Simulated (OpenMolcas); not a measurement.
# Single-point calculation of C₂H₂AlCl

C₂H₂AlCl, SMILES Cl[C]1=[CH][AlH]1, computed with SOS-MP2/ANO-L-MB, RHF (OpenMolcas 26.06).

The geometry comes from this level: GFN2-xTB.

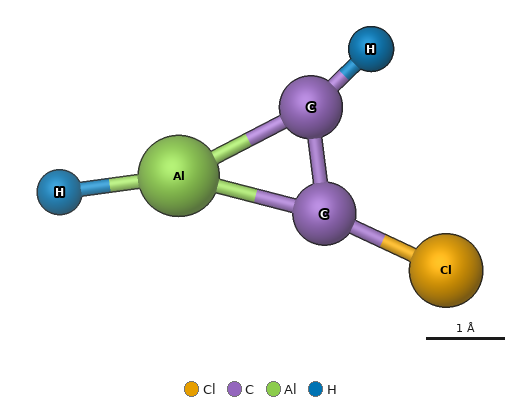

**Figure 1.** The structure as given in the input (ball-and-stick view, seen on its broad side). Sticks mark near contacts.

### Input
```
* C2H2AlCl SOS-MP2

&GATEWAY
  COORD = coord.xyz
  BASIS = ANO-L-MB
  GROUP = NoSym

&SEWARD
  MEDIUM

&SCF
  ITERATIONS = 75
  PRORBITALS = 1 1

&MBPT2
  SOSMP2
  FROZEN = 0
```

### File coord.xyz
```
6

Cl    -0.524760    -2.446830     0.130540
C     -0.365190    -0.719360     0.009100
C      0.855270    -0.077900     0.160360
Al    -0.537260     1.211160    -0.205110
H      1.814970    -0.543190     0.366170
H     -1.243030     2.576130    -0.461070
```

Launch command:
```bash
export MOLCAS_MEM=300
pymolcas job.input > job.log
```

### Log
```
--- Start Module: gateway ---

                                              &GATEWAY

                       available to each process: 300 MB of memory, 1 thread

++    Symmetry information:
      ---------------------

                    Character Table for C1

                             E
                    a        1  x, y, xy, Rz, z, xz, Ry, yz, Rx, I
--

++    Basis set information:
      ----------------------

      Basis set label: CL.ANO-L...3S2P.

      Electronic valence basis set:
      ------------------
      Associated Effective Charge  17.000000 au
      Associated Actual Charge     17.000000 au
      Nuclear Model: Point charge

      Shell  nPrim  nBasis  Cartesian Spherical Contaminant
         s      17       3        X
         p      12       2        X

      Basis set label: C.ANO-L...2S1P.

      Electronic valence basis set:
      ------------------
      Associated Effective Charge   6.000000 au
      Associated Actual Charge      6.000000 au
      Nuclear Model: Point charge

      Shell  nPrim  nBasis  Cartesian Spherical Contaminant
         s      14       2        X
         p       9       1        X

      Basis set label: AL.ANO-L...3S2P.

      Electronic valence basis set:
      ------------------
      Associated Effective Charge  13.000000 au
      Associated Actual Charge     13.000000 au
      Nuclear Model: Point charge

      Shell  nPrim  nBasis  Cartesian Spherical Contaminant
         s      17       3        X
         p      12       2        X

      Basis set label: H.ANO-L...1S.

      Electronic valence basis set:
      ------------------
      Associated Effective Charge   1.000000 au
      Associated Actual Charge      1.000000 au
      Nuclear Model: Point charge

      Shell  nPrim  nBasis  Cartesian Spherical Contaminant
         s       8       1        X
--

++    Molecular structure info:
      -------------------------

                    ************************************************
                    **** Cartesian Coordinates / bohr, angstrom ****
                    ************************************************

     Center  Label                x              y              z                     x              y              z
        1      CL1             -0.991653      -4.623839       0.246685             -0.524760      -2.446830       0.130540
        2      C2              -0.690109      -1.359393       0.017197             -0.365190      -0.719360       0.009100
        3      C3               1.616226      -0.147210       0.303036              0.855270      -0.077900       0.160360
        4      AL4             -1.015274       2.288761      -0.387602             -0.537260       1.211160      -0.205110
        5      H5               3.429796      -1.026480       0.691961              1.814970      -0.543190       0.366170
        6      H6              -2.348986       4.868180      -0.871296             -1.243030       2.576130      -0.461070

                    ***************************************
                    *    InterNuclear Distances / bohr    *
                    ***************************************

               1 CL1           2 C2            3 C3            4 AL4           5 H5            6 H6
    1 CL1      0.000000
    2 C2       3.286365        0.000000
    3 C3       5.181159        2.621121        0.000000
    4 AL4      6.941679        3.684918        3.651811        0.000000
    5 H5       5.717383        4.188049        2.052661        5.649330        0.000000
    6 H6       9.653531        6.505687        6.500469        2.943833        8.401495        0.000000

                    *******************************************
                    *    InterNuclear Distances / angstrom    *
                    *******************************************

               1 CL1           2 C2            3 C3            4 AL4           5 H5            6 H6
    1 CL1      0.000000
    2 C2       1.739070        0.000000
    3 C3       2.741752        1.387038        0.000000
    4 AL4      3.673378        1.949975        1.932455        0.000000
    5 H5       3.025509        2.216220        1.086221        2.989497        0.000000
    6 H6       5.108428        3.442661        3.439900        1.557809        4.445880        0.000000

                    **************************************
                    *    Valence Bond Angles / degree    *
                    **************************************
                          Atom centers                 Phi
                      2 C2       3 C3       5 H5       126.87
--

            Nuclear Potential Energy            156.59348969 au

--- Stop Module: gateway /rc=_RC_ALL_IS_WELL_ ---

--- Start Module: seward ---

                                              &SEWARD

                       available to each process: 300 MB of memory, 1 thread

               SEWARD will generate:
                  Multipole Moment integrals up to order  2
                  Kinetic Energy integrals
                  Nuclear Attraction integrals (point charge)
                  One-Electron Hamiltonian integrals
                  Velocity integrals
                  Orbital angular momentum around ( -0.5669  -1.2976   0.0208 )
                  Velocity quadrupole around ( -0.5669  -1.2976   0.0208 )
                  Cholesky decomposed two-electron repulsion integrals
                   - CD Threshold:   1.00E-06

                   Integrals are discarded if absolute value <: 1.00E-40
                   Integral cutoff threshold is set to       <: 1.00E-40

            Nuclear Potential Energy            156.59348969 au

      Basis set specifications :
      Symmetry species         a
      Basis functions           30

--- Stop Module: seward /rc=_RC_ALL_IS_WELL_ ---
--- Module seward spent 1 second ---

--- Start Module: scf ---

                                                &SCF

                       available to each process: 300 MB of memory, 1 thread

++    Input section:
      --------------

      Header of the integral files:

      Cartesian coordinates in angstrom:
      -----------------------------------------------------
      No.  Label        X            Y            Z
      -----------------------------------------------------
       1   CL1       -0.52476000  -2.44683000   0.13054000
       2   C2        -0.36519000  -0.71936000   0.00910000
       3   C3         0.85527000  -0.07790000   0.16036000
       4   AL4       -0.53726000   1.21116000  -0.20511000
       5   H5         1.81497000  -0.54319000   0.36617000
       6   H6        -1.24303000   2.57613000  -0.46107000
      -----------------------------------------------------
      Nuclear repulsion energy =  156.59348969
--

++    Orbital specifications:
      -----------------------

      Symmetry species               1
                                     a
      Frozen orbitals                0
      Occupied orbitals             22
      Secondary orbitals             8
      Deleted orbitals               0
      Total number of orbitals      30
      Number of basis functions     30
--

      Molecular charge                           0.000

++    Optimization specifications:
      ----------------------------

      SCF Algorithm: LK-Cholesky
      LK screening threshold:                     4.50E-02
      Local-Exchange (LK) algorithm.
       - the density matrix is decomposed
      The actual AO density is used
      Number of density matrices in core                 5
      Maximum number of NDDO SCF iterations             75
      Maximum number of HF SCF iterations               75
      Threshold for SCF energy change             1.00E-09
      Threshold for density matrix                1.00E-04
      Threshold for Fock matrix                   1.50E-04
      Threshold for linear dependence             1.00E-09
      Threshold at which DIIS is turned on        1.50E-01
      Maximum depth in the DIIS procedure                5
      Maximum depth in the BFGS Hessian update          30
      Threshold at which QNR/C2DIIS is turned on  7.50E-02
      Threshold for Norm(delta) (QNR/C2DIIS)      1.00E-03
      All orbitals punched on: SCFORB
--

      Input vectors read from INPORB
      Orbital file label: *Guess orbitals

++ Convergence information
                                   SCF        iterations: Energy and convergence statistics

Iter     Tot. SCF        One-elec.       Two-elec.     Energy      Max Dij or  Max Fij      DNorm      TNorm      AccCon     Time
         Energy          Energy          Energy        Change      Delta Norm                                                in Sec.
   1  -777.883520862 -1381.654293433   447.177282880   0.00E+00    1.37E-01*   7.66E-02*    9.22E+00   1.13E+02   None         0.
   2  -778.012863306 -1384.089508728   449.483155731  -1.29E-01*   1.09E-01*   3.36E-02*    9.37E+00   1.13E+02   EDIIS        0.
   3  -778.024305534 -1383.368204633   448.750409408  -1.14E-02*   4.17E-02*   1.15E-02*    9.34E+00   1.13E+02   c2DIIS       0.
   4  -778.026970946 -1383.699116392   449.078655755  -2.67E-03*   1.50E-02*   5.37E-03*    9.37E+00   1.13E+02   QNRc2DIIS    0.
   5  -778.027274661 -1383.656227041   449.035462689  -3.04E-04*   9.19E-03*   3.64E-03*    9.37E+00   1.13E+02   QNRc2DIIS    0.
   6  -778.027380063 -1383.678339423   449.057469669  -1.05E-04*   2.80E-03*   5.86E-04*    9.38E+00   1.13E+02   QNRc2DIIS    0.
   7  -778.027386903 -1383.684401234   449.063524640  -6.84E-06*   1.37E-03*   1.68E-04*    9.38E+00   1.13E+02   QNRc2DIIS    0.
   8  -778.027388192 -1383.682163860   449.061285978  -1.29E-06*   3.04E-04    6.90E-05     9.38E+00   1.13E+02   QNRc2DIIS    0.
   9  -778.027388290 -1383.683198580   449.062320599  -9.81E-08*   1.56E-04    2.85E-05     9.38E+00   1.13E+02   QNRc2DIIS    0.
  10  -778.027388308 -1383.683124431   449.062246432  -1.79E-08*   3.13E-05    5.10E-06     9.38E+00   1.13E+02   QNRc2DIIS    0.
  11  -778.027388309 -1383.683118637   449.062240637  -8.38E-10    1.38E-05    1.86E-06     9.38E+00   1.13E+02   QNRc2DIIS    0.

       Convergence after  11 Iterations
--

 *****************************************************************************************************************************
 *                                             SCF/KS-DFT Program, Final results                                             *
 *                                                       Final Results                                                       *
 *****************************************************************************************************************************

::    Total SCF energy                               -778.0273883091
      One-electron energy                           -1383.6831186370
      Two-electron energy                             449.0622406373
      Nuclear repulsion energy                        156.5934896906
      Kinetic energy (interpolated)                   777.7008926028
      Virial theorem                                    1.0004198217
      Total spin, S(S+1)                                0.0000000000
      Total spin, S                                     0.0000000000
      Max non-diagonal density matrix element           0.0000125771
      Max non-diagonal Fock matrix element              0.0000013965

      All orbitals with orbital energies smaller than  E(LUMO)+0.5 are printed

++    Molecular orbitals:
      -------------------

      Title: SCF orbitals

      Molecular orbitals for symmetry species 1: a

          Orbital            1         2         3         4         5         6         7         8         9        10
          Energy         -104.8452  -58.6941  -11.3821  -11.3333  -10.5772   -8.0447   -8.0396   -8.0394   -5.0904   -3.4062
          Occ. No.          2.0000    2.0000    2.0000    2.0000    2.0000    2.0000    2.0000    2.0000    2.0000    2.0000

          Orbital           11        12        13        14        15        16        17        18        19        20
          Energy           -3.4039   -3.4022   -1.1731   -1.0538   -0.7387   -0.6526   -0.5940   -0.5365   -0.5235   -0.4386
          Occ. No.          2.0000    2.0000    2.0000    2.0000    2.0000    2.0000    2.0000    2.0000    2.0000    2.0000

          Orbital           21        22        23        24        25        26        27        28
          Energy           -0.4081   -0.4023    0.0092    0.0720    0.1096    0.1415    0.2910    0.4122
          Occ. No.          2.0000    2.0000    0.0000    0.0000    0.0000    0.0000    0.0000    0.0000

--

++    Molecular charges:
      ------------------

      Mulliken charges per centre and basis function type
      ---------------------------------------------------

                CL1     C2      C3      AL4     H5      H6
      1s       2.0000  2.0002  2.0003  2.0000  0.8124  1.1254
      2s       2.0001  1.3743  1.3432  1.9998  0.0000  0.0000
      2px      2.0000  1.1892  1.0671  1.9997  0.0000  0.0000
      2pz      2.0000  0.9740  0.9808  1.9999  0.0000  0.0000
      2py      2.0000  0.9471  1.2687  1.9994  0.0000  0.0000
      3s       1.9143  0.0000  0.0000  0.8129  0.0000  0.0000
      3px      1.9709  0.0000  0.0000  0.4289  0.0000  0.0000
      3pz      1.9304  0.0000  0.0000  0.1455  0.0000  0.0000
      3py      1.2306  0.0000  0.0000  0.4848  0.0000  0.0000
      Total   17.0463  6.4848  6.6600 11.8710  0.8124  1.1254

      N-E     -0.0463 -0.4848 -0.6600  1.1290  0.1876 -0.1254

      Total electronic charge=   44.000000

      Total            charge=   -0.000000
--

++    Static properties:
      ------------------

      LoProp Charges per center

                   CL1      C2       C3       AL4      H5       H6
      Nuclear     17.0000   6.0000   6.0000  13.0000   1.0000   1.0000
      Electronic -17.0046  -6.3397  -6.4627 -12.2315  -0.8740  -1.0875

      Total       -0.0046  -0.3397  -0.4627   0.7685   0.1260  -0.0875
--

++    Natural Bond Order analysis
      ---------------------------
      Based on LoProp computed density
      -------------------------------------------------------------------------------------
      Atom A       Atom B       Bond Order
      -------------------------------------------------------------------------------------
      NBO located      0.954 non-bonded electrons on atom CL1
      NBO located      0.963 non-bonded electrons on atom CL1
      NBO located      0.998 non-bonded electrons on atom CL1
      NBO located      1.000 non-bonded electrons on atom CL1
      NBO located      1.000 non-bonded electrons on atom CL1
      NBO located      1.000 non-bonded electrons on atom CL1
      NBO located      1.000 non-bonded electrons on atom CL1
      NBO located      0.997 non-bonded electrons on atom C2
      NBO located      0.996 non-bonded electrons on atom C3
      NBO located      0.944 non-bonded electrons on atom C3
      NBO located      0.988 non-bonded electrons on atom AL4
      NBO located      0.997 non-bonded electrons on atom AL4
      NBO located      1.000 non-bonded electrons on atom AL4
      NBO located      0.999 non-bonded electrons on atom AL4
      NBO located      1.000 non-bonded electrons on atom AL4
      The remaining    8.797 electrons are to be considered as diffuse
--

++    Molecular properties:
      ---------------------

      Charge (e):
                      =   -0.0000
      Dipole Moment (debye):
      Origin of the operator (angstrom)=   -0.3000   -0.6867    0.0110
                   X= -6.7835E-01               Y=  3.5344E+00               Z= -4.5650E-01           Total=  3.6277E+00
      Quadrupole Moment (debye*angstrom):
      Origin of the operator (angstrom)=   -0.3000   -0.6867    0.0110
                  XX= -4.5770E+01              XY= -1.5931E+00              XZ= -5.6112E-01              YY= -4.2502E+01
                  YZ= -1.9315E-01              ZZ= -4.1909E+01
      In traceless form (debye*angstrom)
                  XX= -3.5641E+00              XY= -2.3897E+00              XZ= -8.4168E-01              YY=  1.3374E+00
                  YZ= -2.8972E-01              ZZ=  2.2268E+00
--

--- Stop Module: scf /rc=_RC_ALL_IS_WELL_ ---

--- Start Module: mbpt2 ---

                                               &MBPT2

                       available to each process: 300 MB of memory, 1 thread

WARNING!
Default frozen orbitals as non valence orbitals is overwritten by user input.
Default values:   9

      Cartesian coordinates in angstrom:
      -----------------------------------------------------
      No.  Label        X            Y            Z
      -----------------------------------------------------
       1   CL1       -0.52476000  -2.44683000   0.13054000
       2   C2        -0.36519000  -0.71936000   0.00910000
       3   C3         0.85527000  -0.07790000   0.16036000
       4   AL4       -0.53726000   1.21116000  -0.20511000
       5   H5         1.81497000  -0.54319000   0.36617000
       6   H6        -1.24303000   2.57613000  -0.46107000
      -----------------------------------------------------
      Nuclear repulsion energy =  156.59348969

      Contents of RUNFILE file:
      -------------------------

      Symmetry species                           1
                                                 a
      Number of basis functions                 30
      Frozen occupied orbitals                   0
      Active occupied orbitals                  22
      Active external orbitals                   8
      Deleted external orbitals                  0

      Energies of the active occupied orbitals

      symmetry species 1                  -104.845207    -58.694119    -11.382056    -11.333308    -10.577207
                                            -8.044699     -8.039605     -8.039354     -5.090384     -3.406185
                                            -3.403914     -3.402209     -1.173083     -1.053774     -0.738690
                                            -0.652649     -0.593952     -0.536511     -0.523495     -0.438556
                                            -0.408104     -0.402258

      Energies of the active external orbitals

      symmetry species 1                     0.009210      0.071952      0.109637      0.141517      0.290997
                                             0.412184      0.587752      0.728721

      ********************************************************************************************************
      *                                               Results                                                *
      ********************************************************************************************************

       Opposite-Spin (OS) scaling factor    =        1.3000000000
       SCF energy                           =     -778.0273883091 a.u.
       SOS 2nd-order correlation energy     =       -0.1550807758 a.u.

       Total SOS-MP2 energy                 =     -778.1824690850 a.u.

::    Total MBPT2 energy                             -778.1824690850

       Zeroth-order energy (E0)             =     -328.9651476719 a.u.

       Shanks-type energy S1(E)             =     -778.1825226596 a.u.

--- Stop Module: mbpt2 /rc=_RC_ALL_IS_WELL_ ---

.##################.
.# Happy landing! #.
.##################.

    Timing: Wall=2.56 User=2.28 System=0.27
```

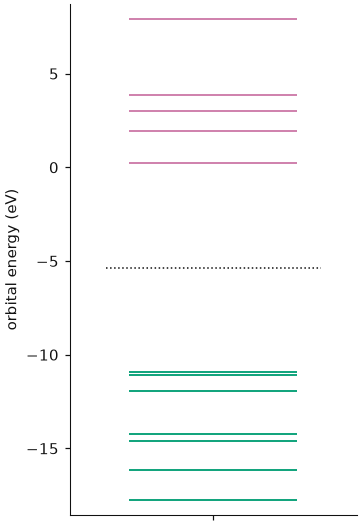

**Figure 2.** Orbital energies near the frontier (SCF reference); the dotted line parts filled from empty levels, and levels within 0.02 eV of each other stand side by side. Highest filled −10.95 eV, lowest empty 0.25 eV, 11.20 eV apart.

### Results in brief

- outcome: converged
- total energy: −778.182469 hartree
- SCF energy: −778.027388 hartree
- correlation energy: −0.155081 hartree
- basis functions: 30
- HOMO of the SCF reference: −10.95 eV
- LUMO of the SCF reference: 0.25 eV
- hardware: 1 thread of Arm Neoverse V2, 24 GiB of memory available, shared host
- wall time: 2.7 s
- peak memory: 0.26 GiB

Settings chosen away from the usual ones: frozen set to 0 (from 12); mem set to 300 (from default); iter set to 75 (from default).
